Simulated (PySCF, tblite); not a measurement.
**C₄H₇F₃SSi: geometry, infrared bands and NMR shifts**

Aim: predict the infrared bands and NMR shifts of C₄H₇F₃SSi (`C=C(CC(F)(F)F)S[SiH3]`).

Programs: tblite 0.8.0 and PySCF 2.14.0, with density-fitted response routines of our own. Each step states its level of theory. These are calculated values for one molecule in the gas phase, unless marked as measured. Atoms are numbered from 0 throughout.

### Step 1. Starting geometry

16 atoms, charge 0, multiplicity 1; geometry from: force field or distance geometry start.

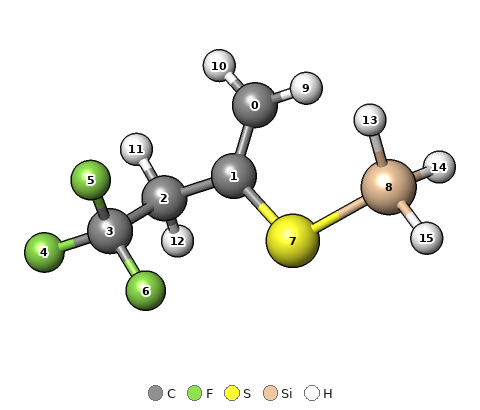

The starting geometry (carbon grey, fluorine green, sulfur yellow, silicon light orange, hydrogen white), atoms numbered; sticks join atoms by distance.

### Step 2. Relaxing the molecule with GFN2-xTB

What the job is given:

```
{"job": {"kind": "relax", "xc": "GFN2-xTB", "basis": "xTB"}, "charge": 0, "multiplicity": 1}
C      0.625100     0.905000    -1.114600
C     -0.125300    -0.021500    -0.517400
C     -1.559600    -0.111400    -0.835900
C     -2.416300     0.116800     0.396300
F     -3.772800     0.030700     0.100500
F     -2.211400     1.386900     0.935600
F     -2.029200    -0.833200     1.333500
S      0.681000    -1.120500     0.672200
Si     2.772100    -0.678100     0.859800
H      1.689200     0.981000    -0.874400
H      0.139700     1.577200    -1.829800
H     -1.854300     0.663600    -1.600900
H     -1.766200    -1.126900    -1.218700
H      3.025900     0.750000     1.061800
H      3.475300    -1.104000    -0.343100
H      3.319300    -1.406700     2.005300
```

Run with:

```sh
$ OMP_NUM_THREADS=1 python probes_run.py task.json out
```

This one command runs all jobs of the session in turn.

Output:

```text
step      E/eV     max force
  0    -851.71337    2.252
  1    -851.94242    1.405
  2    -852.03854    0.966
  3    -852.08114    0.727
  4    -852.11652    0.527
  5    -852.14400    0.710
  6    -852.17571    0.615
  7    -852.19951    0.383
  8    -852.21249    0.316
  9    -852.22082    0.294
 10    -852.22927    0.320
 11    -852.23808    0.328
 12    -852.24590    0.190
 13    -852.25181    0.157
 14    -852.25613    0.172
 15    -852.25899    0.167
 16    -852.26085    0.148
 17    -852.26245    0.121
 18    -852.26413    0.112
 19    -852.26581    0.121
 20    -852.26717    0.098
 21    -852.26820    0.113
 22    -852.26913    0.097
 23    -852.27014    0.096
 24    -852.27115    0.094
 25    -852.27206    0.094
 26    -852.27294    0.076
 27    -852.27399    0.087
 28    -852.27535    0.100
 29    -852.27693    0.093
 30    -852.27857    0.107
 31    -852.28032    0.101
 32    -852.28249    0.138
 33    -852.28506    0.159
 34    -852.28742    0.133
 35    -852.28917    0.089
 36    -852.29072    0.100
 37    -852.29261    0.137
 38    -852.29483    0.145
 39    -852.29678    0.116
 40    -852.29810    0.089
 41    -852.29898    0.084
 42    -852.29977    0.091
 43    -852.30064    0.076
 44    -852.30152    0.099
 45    -852.30246    0.079
 46    -852.30348    0.061
 47    -852.30409    0.062
 48    -852.30482    0.068
 49    -852.30556    0.089
 50    -852.30633    0.089
 51    -852.30703    0.067
 52    -852.30775    0.083
 53    -852.30859    0.085
 54    -852.30955    0.095
 55    -852.31061    0.105
 56    -852.31175    0.089
 57    -852.31291    0.091
 58    -852.31385    0.067
 59    -852.31461    0.091
 60    -852.31518    0.068
 61    -852.31578    0.043
 62    -852.31617    0.056
 63    -852.31684    0.055
 64    -852.31723    0.049
 65    -852.31751    0.033
 66    -852.31774    0.037
 67    -852.31807    0.045
 68    -852.31840    0.044
 69    -852.31868    0.040
 70    -852.31893    0.038
 71    -852.31928    0.050
 72    -852.31982    0.068
 73    -852.32054    0.074
 74    -852.32132    0.066
 75    -852.32209    0.066
 76    -852.32304    0.084
 77    -852.32444    0.107
 78    -852.32624    0.148
 79    -852.32793    0.118
 80    -852.32953    0.132
 81    -852.33055    0.153
 82    -852.33181    0.100
 83    -852.33304    0.087
 84    -852.33552    0.062
 85    -852.33665    0.083
 86    -852.33746    0.070
 87    -852.33821    0.096
 88    -852.33892    0.061
 89    -852.33958    0.111
 90    -852.34040    0.056
 91    -852.34091    0.037
 92    -852.34116    0.031
 93    -852.34131    0.036
 94    -852.34165    0.039
 95    -852.34197    0.050
 96    -852.34228    0.047
 97    -852.34255    0.040
 98    -852.34270    0.030
 99    -852.34280    0.021
100    -852.34288    0.019
101    -852.34295    0.017
102    -852.34300    0.015
103    -852.34305    0.015
104    -852.34310    0.015
105    -852.34316    0.023
106    -852.34326    0.030
107    -852.34337    0.033
108    -852.34348    0.027
109    -852.34358    0.021
110    -852.34370    0.023
111    -852.34382    0.021
112    -852.34391    0.022
113    -852.34398    0.019
114    -852.34402    0.014
115    -852.34406    0.012
116    -852.34408    0.010
117    -852.34410    0.012
118    -852.34412    0.013
119    -852.34416    0.013
120    -852.34420    0.014
121    -852.34423    0.013
122    -852.34425    0.012
123    -852.34426    0.010
```

It took 1.7 s on 1 thread of Arm Neoverse N1, shared host; peak memory 0.18 GiB.

The steps of the relaxation: (not every step is listed)

| step | energy from step 0 (eV) | largest force (eV/Å) |
| --- | --- | --- |
| 0 | 0.0000 | 2.2523 |
| 1 | -0.2290 | 1.4054 |
| 2 | -0.3252 | 0.9657 |
| 3 | -0.3678 | 0.7266 |
| 4 | -0.4031 | 0.5267 |
| 5 | -0.4306 | 0.7103 |
| 6 | -0.4623 | 0.6148 |
| 7 | -0.4861 | 0.3826 |
| 8 | -0.4991 | 0.3163 |
| 19 | -0.5524 | 0.1209 |
| 30 | -0.5652 | 0.1068 |
| 41 | -0.5856 | 0.0838 |
| 52 | -0.5944 | 0.0827 |
| 63 | -0.6035 | 0.0547 |
| 74 | -0.6079 | 0.0660 |
| 85 | -0.6233 | 0.0828 |
| 96 | -0.6289 | 0.0472 |
| 107 | -0.6300 | 0.0331 |
| 118 | -0.6307 | 0.0135 |
| 119 | -0.6308 | 0.0127 |
| 120 | -0.6308 | 0.0139 |
| 121 | -0.6309 | 0.0133 |
| 122 | -0.6309 | 0.0121 |
| 123 | -0.6309 | 0.0099 |

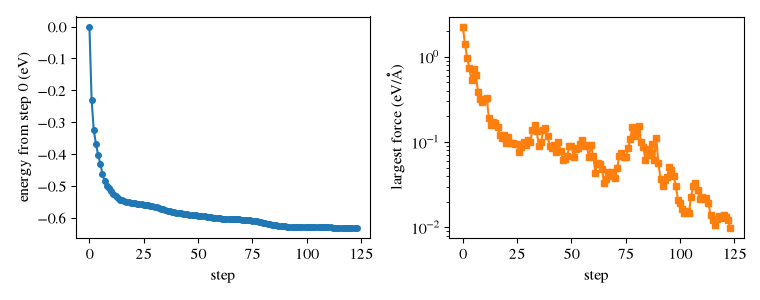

Energy and largest force along the relaxation.

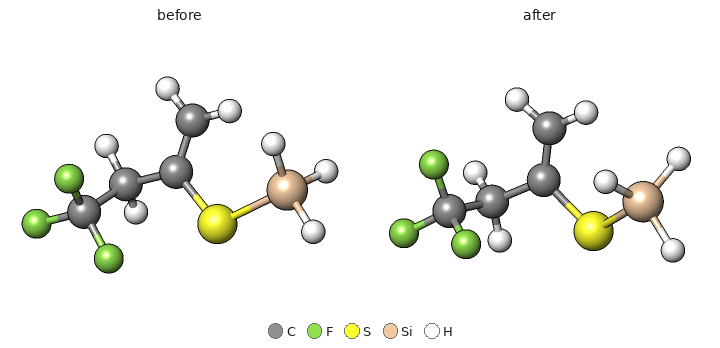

The geometry before (left) and after (right).

Close pairs (by a distance rule), those that changed most:

| bond | before (Å) | after (Å) | change (Å) |
| --- | --- | --- | --- |
| C3–F5 | 1.395 | 1.343 | -0.052 |
| C3–F6 | 1.389 | 1.338 | -0.052 |
| C3–F4 | 1.391 | 1.343 | -0.048 |
| C1–S7 | 1.809 | 1.768 | -0.041 |
| C2–H11 | 1.128 | 1.092 | -0.036 |
| C1–C2 | 1.472 | 1.508 | +0.036 |
| C0–H9 | 1.094 | 1.075 | -0.018 |
| C0–H10 | 1.095 | 1.077 | -0.018 |

The end geometry stands in the next job.

### Step 3. Harmonic vibrations with GFN2-xTB

What the job is given:

```
{"job": {"kind": "ir", "xc": "GFN2-xTB", "basis": "xTB"}, "charge": 0, "multiplicity": 1}
C      0.579930     0.982027    -1.072265
C      0.000679    -0.147388    -0.691115
C     -1.488500    -0.360457    -0.792289
C     -2.195849     0.320384     0.366427
F     -3.518298     0.085354     0.350045
F     -2.052838     1.655598     0.335835
F     -1.752661    -0.079248     1.563912
S      0.844696    -1.542374    -0.007887
Si     2.642019    -0.718975     0.855774
H      1.640714     1.140977    -1.000530
H     -0.005107     1.792456    -1.472492
H     -1.889018     0.067380    -1.713431
H     -1.725887    -1.424402    -0.748069
H      2.238185     0.473308     1.584577
H      3.580791    -0.420504    -0.221936
H      3.093546    -1.815193     1.693527
```

Output:

```text
mode    cm-1     km/mol
  1      18.1      2.59
  2      28.3      1.40
  3      63.6      1.92
  4     129.1      1.61
  5     158.4      2.24
  6     169.8      0.37
  7     242.7      0.52
  8     299.0      0.50
  9     364.4      1.28
 10     403.0      2.30
 11     460.9     12.79
 12     473.7      9.12
 13     494.5     13.24
 14     502.3     57.08
 15     536.2     58.10
 16     570.5     22.64
 17     591.1     30.34
 18     665.2     28.95
 19     698.8     23.55
 20     742.6    163.33
 21     766.5    387.94
 22     779.4    192.57
 23     822.3      6.24
 24     865.8     48.33
 25     904.5     21.67
 26     956.0      7.67
 27    1027.7     78.94
 28    1056.8    305.12
 29    1142.5    177.26
 30    1182.0    175.33
 31    1190.8     28.20
 32    1283.5     89.74
 33    1392.3      2.48
 34    1426.7     13.87
 35    1668.1     55.99
 36    2292.6    228.05
 37    2343.3    172.94
 38    2374.3    185.26
 39    2990.8      3.54
 40    3008.9      3.34
 41    3108.6      2.21
 42    3142.9     25.09
```

It took 1.1 s on 1 thread of Arm Neoverse N1, shared host; peak memory 0.18 GiB.

Which atoms move in the most intense modes:

| cm⁻¹ | km/mol | atoms |
| --- | --- | --- |
| 766 | 387.9 | H13 41 %, H14 37 %, H15 15 % |
| 779 | 192.6 | H14 55 %, H15 29 %, H13 11 % |
| 1057 | 305.1 | C3 69 %, F4 19 % |
| 1142 | 177.3 | C1 31 %, C3 22 %, H12 11 % |
| 1182 | 175.3 | C3 68 %, H11 11 % |
| 2293 | 228.1 | H14 96 % |
| 2343 | 172.9 | H13 96 % |
| 2374 | 185.3 | H15 96 % |

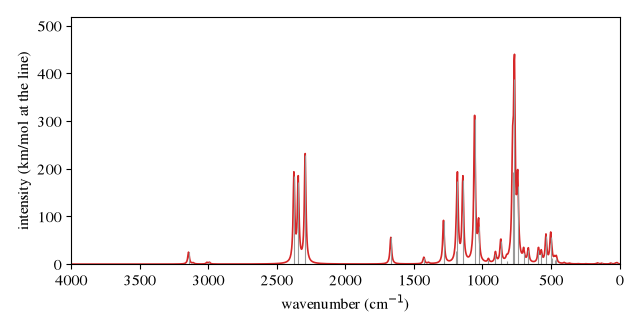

The infrared spectrum from these modes, unscaled. Lines are broadened to a width of 14 cm⁻¹ (Lorentzian).

### Step 4. Shielding tensors: PBE0/pcSseg-1

Settings changed since step 3:

```diff
@@ -1,2 +1,2 @@
-{"job": {"kind": "ir", "xc": "GFN2-xTB", "basis": "xTB"}, "charge": 0, "multiplicity": 1}
+{"job": {"kind": "nmr", "xc": "PBE0", "basis": "pcSseg-1"}, "charge": 0, "multiplicity": 1}
 C      0.579930     0.982027    -1.072265
```

With the program's defaults for keys left out, this is: GIAO PBE0/pcSseg-1 NMR shielding, non-relativistic, gas phase.

Output:

```text
coarse grid: 15192 points
cycle   1  E = -1142.8400732019  dE =  1.218e+00  |g| = 9.005e-01  |ddm| = 3.666e+00
cycle   2  E = -1142.7055814404  dE =  1.345e-01  |g| = 1.325e+00  |ddm| = 1.174e+00
cycle   3  E = -1142.9823913008  dE = -2.768e-01  |g| = 8.890e-02  |ddm| = 6.943e-01
cycle   4  E = -1142.9835334801  dE = -1.142e-03  |g| = 6.011e-02  |ddm| = 1.556e-01
cycle   5  E = -1142.9844082159  dE = -8.747e-04  |g| = 1.711e-02  |ddm| = 6.703e-02
cycle   6  E = -1142.9844725085  dE = -6.429e-05  |g| = 3.164e-03  |ddm| = 1.432e-02
cycle   7  E = -1142.9844747045  dE = -2.196e-06  |g| = 6.025e-04  |ddm| = 3.421e-03
final grid: 140920 points
cycle   8  E = -1143.0582202153  dE = -4.388e-05  |g| = 8.844e-03  |ddm| = 3.044e-02
cycle   9  E = -1143.0582050429  dE =  1.517e-05  |g| = 1.218e-02  |ddm| = 1.901e-02
cycle  10  E = -1143.0582378294  dE = -3.279e-05  |g| = 7.101e-04  |ddm| = 1.174e-02
cycle  11  E = -1143.0582379176  dE = -8.824e-08  |g| = 2.739e-04  |ddm| = 9.199e-04
cycle  12  E = -1143.0582379304  dE = -1.277e-08  |g| = 1.212e-04  |ddm| = 3.164e-04
cycle  13  E = -1143.0582379340  dE = -3.608e-09  |g| = 3.200e-05  |ddm| = 1.364e-04
cycle  14  E = -1143.0582379342  dE = -2.296e-10  |g| = 6.677e-06  |ddm| = 2.813e-05
converged SCF energy = -1143.0582379342

GIAO shielding tensors (ppm)
atom      isotropic    diamagn.    paramagn.     s11        s22        s33       span
  0 C       62.451     255.467    -193.016    -44.622     78.732    153.242    197.864
  1 C       39.317     263.568    -224.252    -71.284     46.769    142.465    213.750
  2 C      138.962     250.203    -111.241    126.966    133.140    156.779     29.813
  3 C       52.351     241.840    -189.489     50.414     51.479     55.160      4.746
  4 F      248.736     468.768    -220.032    160.040    245.248    340.919    180.879
  5 F      256.276     475.820    -219.544    168.412    258.494    341.923    173.511
  6 F      257.002     477.310    -220.307    176.413    261.293    333.302    156.890
  7 S      573.701    1059.665    -485.964    386.366    466.930    867.808    481.442
  8 Si     406.487     880.321    -473.834    368.111    400.205    451.144     83.033
  9 H       26.340      33.179      -6.839     23.758     24.034     31.227      7.469
 10 H       25.885      32.155      -6.270     22.480     24.295     30.879      8.398
 11 H       28.619      29.570      -0.952     25.015     27.598     33.243      8.229
 12 H       28.931      30.272      -1.342     24.778     30.152     31.862      7.084
 13 H       27.106      30.305      -3.199     23.100     26.373     31.844      8.744
 14 H       26.943      29.435      -2.492     22.933     24.816     33.081     10.148
 15 H       27.140      28.839      -1.699     23.346     24.939     33.135      9.789
```

Wall time 68 s (1 thread of Arm Neoverse N1, shared host); peak memory 0.91 GiB.

Shifts follow as δ = σ(reference) − σ, with reference shieldings (ppm) from runs at the same level and on the same kind of geometry: ¹H TMS 31.72, ¹³C TMS 186.9, ²⁹Si TMS 349.2, ¹⁹F CFCl3 170.9, ³³S CS2 504. The references are single molecules in the gas phase, so shifts against H2O, NH3, PH3, H3PO4 or CFCl3 are not on the usual liquid scales and can be off by tens of ppm. Atoms listed in one row are averaged.

| atoms | environment | σ (ppm) | δ (ppm) | δ scaled to CDCl3 |
| --- | --- | --- | --- | --- |
| C1 | fully substituted alkene carbon | 39.3 | 147.6 | 137.7 |
| C3 | CF3 carbon | 52.4 | 134.6 | 129.4 |
| C0 | terminal =CH2 carbon | 62.5 | 124.5 | 119.6 |
| C2 | allylic sp3 CH2 | 139.0 | 48.0 | 44.9 |
| H10 | hydrogen on a terminal =CH2 carbon | 25.88 | 5.83 | 5.60 |
| H9 | hydrogen on a terminal =CH2 carbon | 26.34 | 5.38 | 5.17 |
| H13, H14, H15 | hydrogen on a silicon bonded to S | 27.06 | 4.65 | – |
| H11, H12 | hydrogen on an allylic sp3 CH2 | 28.77 | 2.94 | 2.88 |
| F4, F5, F6 | fluorine of a CF3 group | 254.0 | -83.1 | – |
| S7 | sulfur bonded to C, Si | 574 | -70 | – |
| Si8 | silicon bonded to S, 3 H | 406.5 | -57.3 | – |

The scaled column applies a straight-line fit of computed shieldings to shifts measured in CDCl3, with any fitted terms for Cl, Br or S neighbours, and one for carbons that bear F (root-mean-square error 0.16 ppm for H, 1.9 ppm for C).

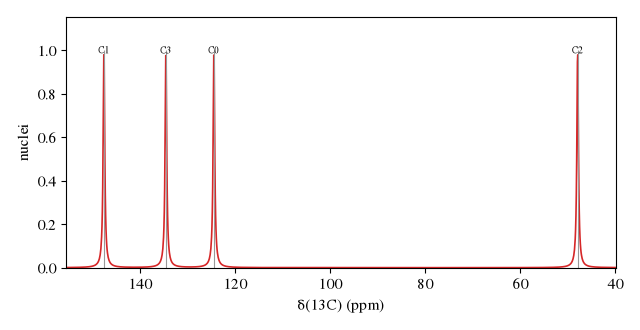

¹³C lines at the computed shifts, without couplings. Lines are broadened to a width of 0.40 ppm (Lorentzian).

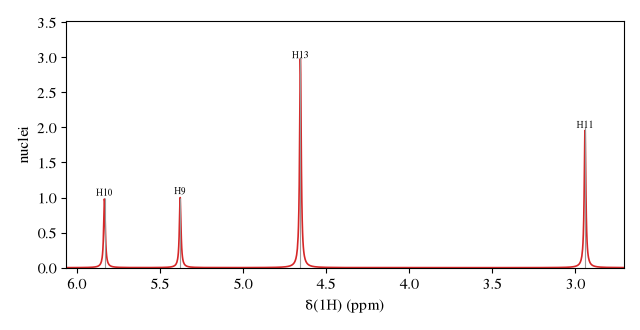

¹H lines at the computed shifts, without couplings. Lines are broadened to a width of 0.01 ppm (Lorentzian).

Charges from the same density, by scheme (e):

| atoms | Mulliken | IAO | Hirshfeld | ESP fit |
| --- | --- | --- | --- | --- |
| C0 | -0.02 | -0.34 | -0.12 | -0.53 |
| C1 | -0.48 | -0.09 | -0.01 | 0.24 |
| C2 | -0.19 | -0.31 | -0.09 | -0.59 |
| C3 | 0.78 | 0.81 | 0.26 | 0.69 |
| F4, F5, F6 | -0.27 | -0.28 | -0.10 | -0.21 |
| S7 | -0.17 | -0.12 | -0.07 | -0.29 |
| Si8 | 0.44 | 0.55 | 0.31 | 0.38 |

IAO charges:

C0 -0.34; C1 -0.09; C2 -0.31; C3 0.81; F4 -0.29; F5 -0.29; F6 -0.28; S7 -0.12; Si8 0.55; H9 0.15; H10 0.16; H11 0.18; H12 0.18; H13 -0.10; H14 -0.12; H15 -0.09

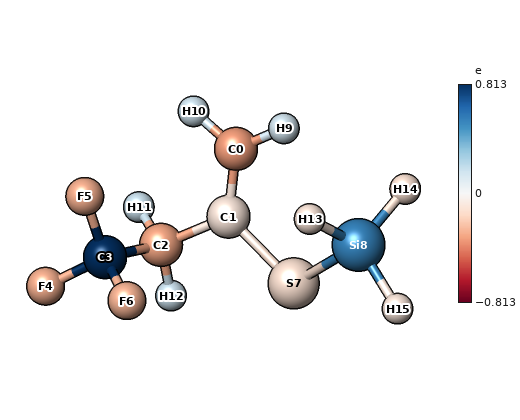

IAO charges, as colours on the atoms.

Mayer bond orders: C0–C1 1.86, C1–C2 1.02, C2–C3 1.01, C3–F4 1.00, C3–F5 1.00, C3–F6 1.02, C1–S7 1.09, S7–Si8 0.91.

### Step 5. Summary of results

```
                                                                 quantity                          value
                                strongest single infrared mode (GFN2-xTB)           766 cm⁻¹, 388 km/mol
                                             zero-point energy (GFN2-xTB)                  62.0 kcal/mol
                                   ¹³C shifts against TMS (PBE0/pcSseg-1)  147.6, 134.6, 124.5, 48.0 ppm
   ¹H shifts against TMS (PBE0/pcSseg-1, means over atoms taken as alike)     5.83, 5.38, 4.65, 2.94 ppm
¹⁹F shifts against CFCl3 (PBE0/pcSseg-1, means over atoms taken as alike)                      -83.1 ppm
                                   ³³S shifts against CS2 (PBE0/pcSseg-1)                        -70 ppm
                                  ²⁹Si shifts against TMS (PBE0/pcSseg-1)                      -57.3 ppm
```

In words: The optimisation took 123 steps and gained 0.631 eV; among the close pairs (by a distance rule), C3–F5 changed most, from 1.395 to 1.343 Å. No mode is imaginary among the 42: a minimum at this level. The strongest single mode, at 766 cm⁻¹, moves mainly H13 and H14. GFN2-xTB is a fitted tight-binding method: band positions and strengths are rough. Its intensities can rank the bands wrongly. The most deshielded carbon is C1 (fully substituted alkene carbon), at 147.6 ppm: an sp2 carbon of a C=C bond. At PBE0/pcSseg-1: Shielding is most anisotropic at S7 (span 481 ppm, paramagnetic term -486 ppm).
